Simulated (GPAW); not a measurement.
## STM contrast on a 9-layer slab of Ca(110)

Wanted: filled- and empty-state images of a 9-layer slab of Ca(110), with its work function.

Main program and level: GPAW 26.7.0; GPAW, PAW setups; slab in vacuum, relaxation, in the first sound run; inputs show where later runs differ.

## (1) Set-up

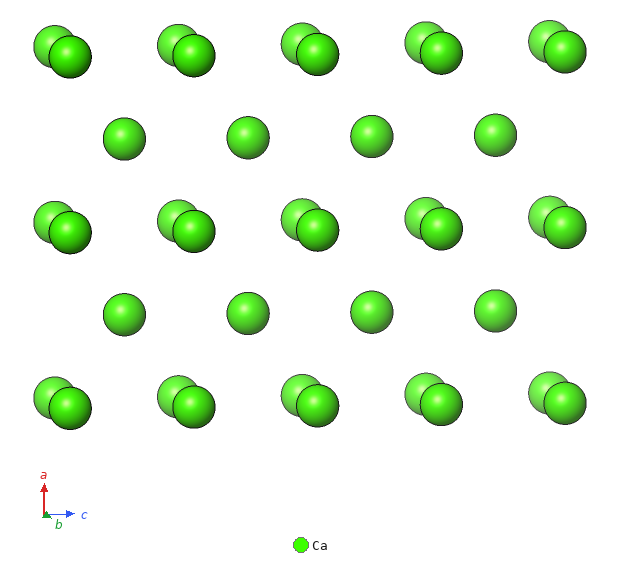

The starting structure, seen from the side, with the c axis across the page (calcium green). 2×1×1 cells are drawn. Some periodic images of atoms are drawn too.

The cell holds 9 atoms: 9 Ca. Cell: a = 5.580 Å, b = 3.946 Å, c = 33.783 Å, α = 90.0°, β = 90.0°, γ = 90.0°. Vacuum lies along c.

Structure file:

```cif
data_structure
_symmetry_space_group_name_H-M 'P 1'
_symmetry_Int_Tables_number 1
_cell_length_a 5.5800
_cell_length_b 3.9457
_cell_length_c 33.7826
_cell_angle_alpha 90.000
_cell_angle_beta 90.000
_cell_angle_gamma 90.000
_cell_volume 743.78
loop_
_atom_site_label
_atom_site_type_symbol
_atom_site_fract_x
_atom_site_fract_y
_atom_site_fract_z
_atom_site_occupancy
Ca1 Ca 0.00000 0.00000 0.26641 1
Ca2 Ca 0.50000 0.50000 0.32481 1
Ca3 Ca 0.00000 0.00000 0.38320 1
Ca4 Ca 0.50000 0.50000 0.44160 1
Ca5 Ca 0.00000 0.00000 0.50000 1
Ca6 Ca 0.50000 0.50000 0.55840 1
Ca7 Ca 0.00000 0.00000 0.61680 1
Ca8 Ca 0.50000 0.50000 0.67519 1
Ca9 Ca 0.00000 0.00000 0.73359 1
```

## (2) Relaxation

Forces are removed first; all later runs use this geometry. The lowest 4 atoms are held at bulk positions and keep their forces.

Contents of run.py:

```python
import json
import numpy as np
from ase import Atoms
from ase.constraints import FixAtoms
from ase.optimize import BFGS
from gpaw import GPAW, PW

slab = Atoms(
    ['Ca', 'Ca', 'Ca', 'Ca', 'Ca', 'Ca', 'Ca', 'Ca', 'Ca'],
    positions=[
        [0.00000, 0.00000, 9.00000],
        [2.79000, 1.97283, 10.97283],
        [0.00000, 0.00000, 12.94566],
        [2.79000, 1.97283, 14.91848],
        [0.00000, 0.00000, 16.89131],
        [2.79000, 1.97283, 18.86414],
        [0.00000, 0.00000, 20.83697],
        [2.79000, 1.97283, 22.80980],
        [0.00000, 0.00000, 24.78262]],
    cell=[[5.58, 0.0, 0.0], [0.0, 3.94566, 0.0], [0.0, 0.0, 33.78262]],
    pbc=[True, True, False])

slab.calc = GPAW(mode=PW(400), xc='PBE', kpts={'size': (6, 8, 1), 'gamma': True},
                 occupations={'name': 'fermi-dirac', 'width': 0.1}, nbands='160%',
                 convergence={'density': 1e-05}, maxiter=200,
                 poissonsolver={'dipolelayer': 'xy'},
                 symmetry={'tolerance': 1e-3, 'extra_ids': [1, 1, 1, 1, 0, 0, 0, 0, 0]}, txt='slab.txt')
result = {}
slab.set_constraint(FixAtoms([0, 1, 2, 3]))
path = []
opt = BFGS(slab, maxstep=0.2)
opt.attach(lambda: path.append((slab.get_potential_energy(), slab.positions.tolist(), slab.get_forces().tolist())))
result['relaxed'] = bool(opt.run(fmax=0.03, steps=40))
result['path'] = path
energy = slab.get_potential_energy()
fermi = slab.calc.get_fermi_level()
v = slab.calc.get_electrostatic_potential().mean((0, 1)) - fermi
n = slab.calc.get_pseudo_density().mean((0, 1))
L = slab.cell[2, 2]
z = np.arange(len(v)) * L / len(v)
low, high = slab.positions[:, 2].min(), slab.positions[:, 2].max()
below, above = np.interp([low - 6.8, high + 6.8], z, v)
slopes = [np.interp(x, z, np.gradient(v, z)) for x in (low - 6.8, high + 6.8)]
eps = np.array([[slab.calc.get_eigenvalues(k, s) for k in range(len(slab.calc.get_ibz_k_points()))]
                for s in range(slab.calc.get_number_of_spins())]) - fermi
top, bottom = eps[eps < 0].max(), eps[eps > 0].min()
dipole = slab.get_dipole_moment()[2]
print(f'energy {energy:.4f} eV, Fermi level {fermi:.4f} eV, dipole {dipole:.5f} e A')
print(f'potential 6.8 A off the faces, from the Fermi level: lower {below:.4f} eV, upper {above:.4f} eV')
print(f'slope of the potential there: lower {slopes[0]:.5f}, upper {slopes[1]:.5f} eV/A')
print(f'nearest levels on the mesh: {top:.4f} and {bottom:.4f} eV')
print('magnetic moment', round(slab.get_magnetic_moment(), 3))
result.update(energy=energy, fermi=fermi, dipole=dipole, below=below, above=above, slopes=slopes, edges=[top, bottom],
              z=z.tolist(), v=v.tolist(), n=n.tolist(), positions=slab.positions.tolist(),
              forces=slab.get_forces(apply_constraint=False).tolist(), moments=slab.get_magnetic_moments().tolist())
json.dump(result, open('result.json', 'w'))
```

Command:

```
$ OMP_NUM_THREADS=1 OPENBLAS_NUM_THREADS=1 python run.py
```

Log:

```text
Step          Energy          fmax
BFGS:    0      -16.817771        0.115363
BFGS:    1      -16.818023        0.113268
BFGS:    2      -16.823762        0.045924
BFGS:    3      -16.823812        0.041000
BFGS:    4      -16.824195        0.028971
energy -16.6295 eV, Fermi level 0.4082 eV, dipole -0.00055 e A
potential 6.8 A off the faces, from the Fermi level: lower 2.8163 eV, upper 2.8208 eV
slope of the potential there: lower -0.00011, upper 0.00010 eV/A
nearest levels on the mesh: -0.0019 and 0.0016 eV
magnetic moment 0.0
```

Wall time 47 min (1 thread of Arm Neoverse V1, shared host); peak memory 0.69 GiB.

Step by step:

```csv
step,energy less that of the first step (eV),largest force (eV/Å)
1,0.0000,0.1154
2,-0.0003,0.1133
3,-0.0061,0.0459
4,-0.0062,0.0410
5,-0.0066,0.0290
```

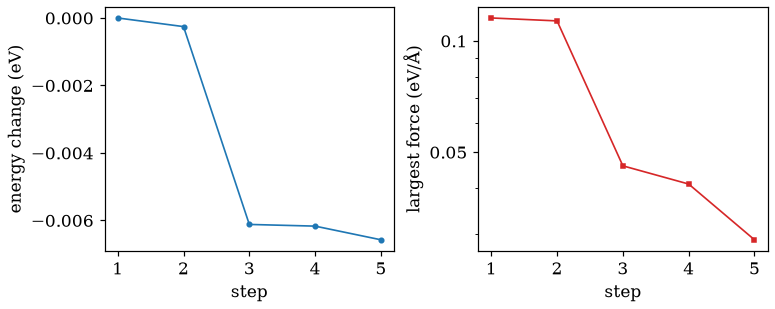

Energy and largest force along the relaxation.

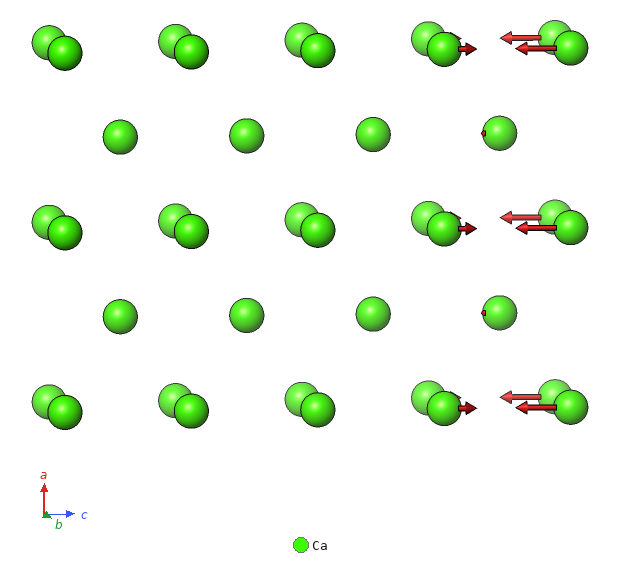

Displacements in the relaxation, exaggerated; the longest in the cell stands for 0.08 Å. 2×1×1 cells are drawn. Some periodic images of atoms are drawn too.

The atoms that moved most (Å):

| atom | dx | dy | dz | length |
| --- | --- | --- | --- | --- |
| Ca9 | 0.000 | 0.000 | -0.076 | 0.076 |
| Ca7 | 0.000 | 0.000 | 0.035 | 0.035 |
| Ca8 | 0.000 | 0.000 | -0.009 | 0.009 |

The relaxed structure:

```cif
data_structure
_symmetry_space_group_name_H-M 'P 1'
_symmetry_Int_Tables_number 1
_cell_length_a 5.5800
_cell_length_b 3.9457
_cell_length_c 33.7826
_cell_angle_alpha 90.000
_cell_angle_beta 90.000
_cell_angle_gamma 90.000
_cell_volume 743.78
loop_
_atom_site_label
_atom_site_type_symbol
_atom_site_fract_x
_atom_site_fract_y
_atom_site_fract_z
_atom_site_occupancy
Ca1 Ca 0.00000 0.00000 0.26641 1
Ca2 Ca 0.50000 0.50000 0.32481 1
Ca3 Ca 0.00000 0.00000 0.38320 1
Ca4 Ca 0.50000 0.50000 0.44160 1
Ca5 Ca 0.00000 0.00000 0.50007 1
Ca6 Ca 0.50000 0.50000 0.55848 1
Ca7 Ca 0.00000 0.00000 0.61783 1
Ca8 Ca 0.50000 0.50000 0.67492 1
Ca9 Ca 0.00000 0.00000 0.73134 1
```

Numbers from this step:

* dipole along the normal: -5.48e-4 e·Å
* levels nearest the Fermi level on the mesh: -0.001923, 0.001601 eV from the Fermi level
* upper work function: 2.821 eV
* lower work function: 2.816 eV

The electrostatic potential energy of an electron (without an applied field's), less the Fermi level, planar mean oscillates, so the rows of the table below give means over windows of 2.01 Å about each position, cut where the curve ends. Its maxima inside the range that stand out by 2 % of the span (Å: eV): 10.0: -0.980, 11.9: -0.853, 13.9: -0.864, 15.9: -0.864, 17.8: -0.883, 19.8: -0.742, 21.9: -1.00, 23.8: -1.23. Its minima: 9.0: -6.45, 10.9: -5.97, 13.0: -6.21, 14.9: -6.21, 16.9: -6.24, 18.9: -6.21, 20.9: -6.23, 22.8: -6.22, 24.7: -6.51.

Electrostatic potential energy of an electron (without an applied field's), less the Fermi level, planar mean against z; means over each step:

```csv
z (Å),"electrostatic potential energy of an electron (without an applied field's), less the Fermi level, planar mean (eV)"
1.00,2.82
3.01,2.82
5.02,2.80
7.03,2.10
9.04,-3.11
11.05,-3.10
13.06,-3.14
15.07,-3.15
17.08,-3.15
19.09,-3.10
21.10,-3.18
23.11,-3.29
25.12,-2.55
27.13,2.49
29.14,2.81
31.15,2.82
33.16,2.82
```

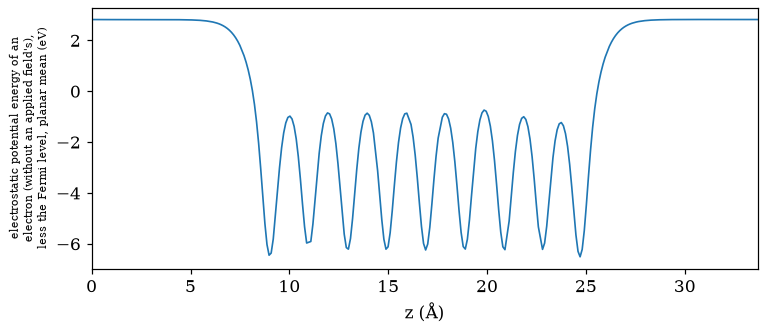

Electrostatic potential energy of an electron (without an applied field's), less the Fermi level, planar mean, plotted against z.

The pseudo valence density, planar mean oscillates, so the rows of the table below give means over windows of 1.9 Å about each position, cut where the curve ends. Its maxima inside the range that stand out by 2 % of the span (Å: e/Å³): 9.1: 0.428, 11.0: 0.449, 12.9: 0.439, 15.0: 0.438, 16.9: 0.448, 18.8: 0.437, 20.9: 0.446, 22.8: 0.451, 24.7: 0.440. Its minima: 9.9: 0.0821, 12.0: 0.0824, 13.9: 0.0801, 15.8: 0.0821, 17.9: 0.0819, 19.8: 0.0771, 21.7: 0.0887, 23.9: 0.0934.

The pseudo valence density, planar mean by z; means over each step:

```
z (Å)  pseudo valence density, planar mean (e/Å³)
 2.85                                      6.6e-6
 4.75                                      2.3e-4
 6.65                                     0.00539
 8.55                                       0.202
10.45                                       0.231
12.35                                       0.229
14.25                                       0.227
16.15                                       0.225
18.05                                       0.224
19.95                                       0.216
21.85                                       0.232
23.75                                       0.236
25.65                                       0.120
27.55                                     0.00255
29.45                                      9.2e-5
31.35                                      2.6e-6
```

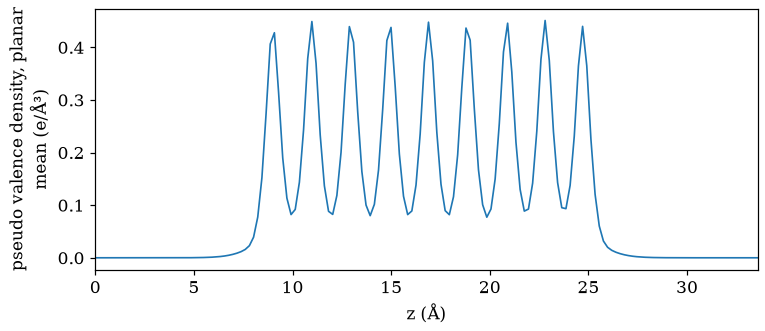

Pseudo valence density, planar mean against z.

The relaxation lowered the energy of the cell by 0.00657 eV (energies extrapolated to zero smearing; the optimiser's log prints free energies). The largest force left on a free atom is 0.029 eV/Å.

## (3) The slab's potential

The work function is the vacuum plateau of the electrostatic potential less the Fermi level; a dipole layer lets the two faces have plateaus of their own.

This step: GPAW, PAW setups; slab in vacuum (GPAW 26.7.0).

Changes to run.py since step 2:

```diff
@@ -3,4 +3,3 @@
 from ase import Atoms
-from ase.constraints import FixAtoms
-from ase.optimize import BFGS
+from ase.dft.stm import STM
 from gpaw import GPAW, PW
@@ -14,7 +13,7 @@
         [2.79000, 1.97283, 14.91848],
-        [0.00000, 0.00000, 16.89131],
-        [2.79000, 1.97283, 18.86414],
-        [0.00000, 0.00000, 20.83697],
-        [2.79000, 1.97283, 22.80980],
-        [0.00000, 0.00000, 24.78262]],
+        [0.00000, 0.00000, 16.89356],
+        [2.79000, 1.97283, 18.86677],
+        [0.00000, -0.00000, 20.87184],
+        [2.79000, 1.97283, 22.80063],
+        [-0.00000, 0.00000, 24.70653]],
     cell=[[5.58, 0.0, 0.0], [0.0, 3.94566, 0.0], [0.0, 0.0, 33.78262]],
@@ -26,10 +25,4 @@
                  poissonsolver={'dipolelayer': 'xy'},
-                 symmetry={'tolerance': 1e-3, 'extra_ids': [1, 1, 1, 1, 0, 0, 0, 0, 0]}, txt='slab.txt')
+                 symmetry={'tolerance': 1e-3}, txt='slab.txt')
 result = {}
-slab.set_constraint(FixAtoms([0, 1, 2, 3]))
-path = []
-opt = BFGS(slab, maxstep=0.2)
-opt.attach(lambda: path.append((slab.get_potential_energy(), slab.positions.tolist(), slab.get_forces().tolist())))
-result['relaxed'] = bool(opt.run(fmax=0.03, steps=40))
-result['path'] = path
 energy = slab.get_potential_energy()
@@ -55,2 +48,16 @@
               forces=slab.get_forces(apply_constraint=False).tolist(), moments=slab.get_magnetic_moments().tolist())
+
+# Images need the states of the whole zone, up to time reversal
+slab.calc = slab.calc.fixed_density(symmetry={'point_group': False}, txt='states.txt', nbands='280%',
+                                    convergence={'bands': 'CBM+2.3'})
+stm = STM(slab)
+result['stm'] = []
+for bias in [-1.5, 2.0]:
+    height = high + 4.0
+    current = stm.get_averaged_current(bias, height)
+    x, y, h = stm.scan(bias, current)
+    i, f = divmod(height / L * stm.ldos.shape[2], 1)
+    I = abs((1 - f) * stm.ldos[:, :, int(i)] + f * stm.ldos[:, :, int(i) + 1])
+    print(f'bias {bias} V: mean current at 4.0 A {current:.4e}, corrugation {np.ptp(h):.4f} A')
+    result['stm'].append(dict(bias=bias, current=current, h=(h - high).tolist(), I=I.tolist()))
 json.dump(result, open('result.json', 'w'))
```

Log:

```text
energy -16.6295 eV, Fermi level 0.4082 eV, dipole -0.00058 e A
potential 6.8 A off the faces, from the Fermi level: lower 2.8162 eV, upper 2.8210 eV
slope of the potential there: lower -0.00011, upper 0.00010 eV/A
nearest levels on the mesh: -0.0019 and 0.0016 eV
magnetic moment 0.0
bias -1.5 V: mean current at 4.0 A 1.0128e-04, corrugation 0.3434 A
bias 2.0 V: mean current at 4.0 A 1.2256e-03, corrugation 0.8996 A
```

Elapsed: 28 min, on 1 thread; peak memory 1.6 GiB.

Numbers from this step:

```yaml
dipole_along_the_normal: -5.84e-4 e·Å
levels_nearest_the_fermi_level_on_the_mesh: -0.001919, 0.001590 eV from the Fermi level
corrugation_minus_1p5: 0.3434 Å
corrugation_2: 0.8996 Å
```

The electrostatic potential energy of an electron (without an applied field's), less the Fermi level, planar mean oscillates, so the rows of the table below give means over windows of 2.01 Å about each position, cut where the curve ends. Its maxima inside the range that stand out by 2 % of the span (Å: eV): 10.0: -0.980, 11.9: -0.853, 13.9: -0.864, 15.9: -0.864, 17.8: -0.883, 19.8: -0.742, 21.9: -1.00, 23.8: -1.23. Its minima: 9.0: -6.45, 10.9: -5.97, 13.0: -6.21, 14.9: -6.21, 16.9: -6.24, 18.9: -6.21, 20.9: -6.23, 22.8: -6.22, 24.7: -6.51.

The electrostatic potential energy of an electron (without an applied field's), less the Fermi level, planar mean by z; means over each step:

(Unchanged from step 2.)

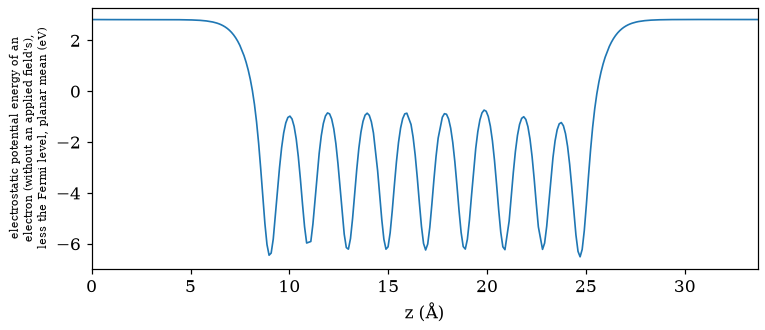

Electrostatic potential energy of an electron (without an applied field's), less the Fermi level, planar mean, plotted against z.

The pseudo valence density, planar mean oscillates, so the rows of the table below give means over windows of 1.9 Å about each position, cut where the curve ends. Its maxima inside the range that stand out by 2 % of the span (Å: e/Å³): 9.1: 0.428, 11.0: 0.449, 12.9: 0.439, 15.0: 0.438, 16.9: 0.448, 18.8: 0.437, 20.9: 0.446, 22.8: 0.451, 24.7: 0.440. Its minima: 9.9: 0.0821, 12.0: 0.0824, 13.9: 0.0801, 15.8: 0.0821, 17.9: 0.0819, 19.8: 0.0771, 21.7: 0.0887, 23.9: 0.0934.

The pseudo valence density, planar mean by z; means over each step:

```csv
z (Å),"pseudo valence density, planar mean (e/Å³)"
2.85,6.6e-6
4.75,2.3e-4
6.65,0.00539
8.55,0.202
10.45,0.231
12.35,0.229
14.25,0.227
16.15,0.225
18.05,0.224
19.95,0.216
21.85,0.232
23.75,0.236
25.65,0.120
27.55,0.00255
29.45,9.2e-5
31.35,2.6e-6
```

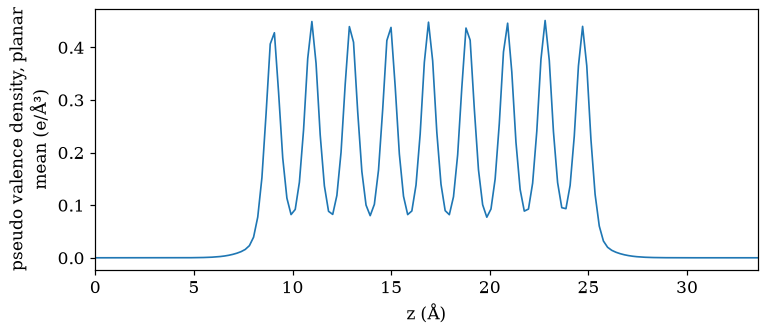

Pseudo valence density, planar mean, plotted against z.

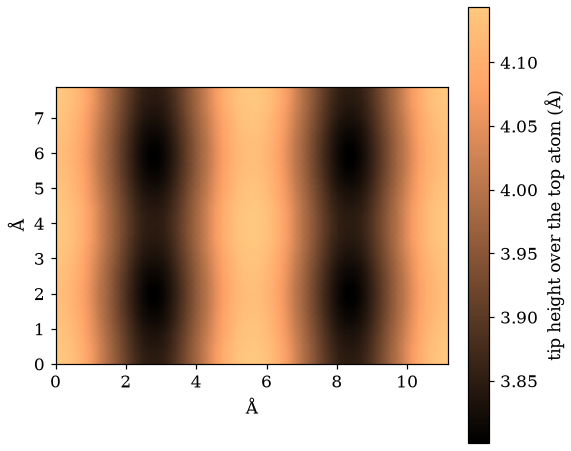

Tip height over the top atom over a1 and a2. Sample bias -1.5 V, constant current at the mean current 4.0 Å over the top atom. The cell is repeated, with its origin at the lower left corner.

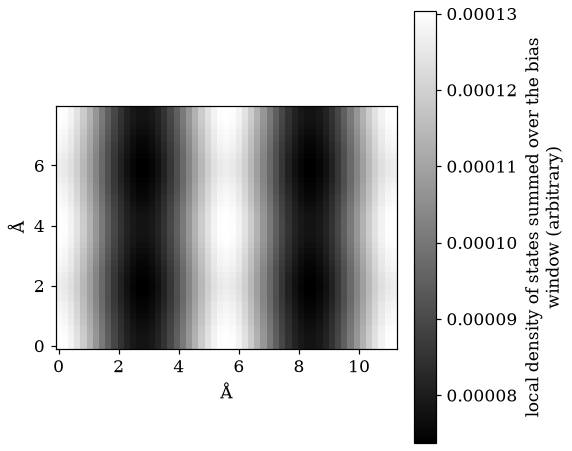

Local density of states summed over the bias window over a1 and a2. Sample bias -1.5 V, constant height 4.0 Å over the top atom. The cell is repeated, with its origin at the lower left corner.

(Continued in part 2 of 2.)

[Logs are printed without paths, hosts, clocks, repeated set-up lines and the standing remarks that a program may print on its own settings, such as how far it seeks lower states.]

[Hosts, paths, dates, database ids (printed as entryN), source tags and the programs' standing remarks are cut or masked in the printed files.]
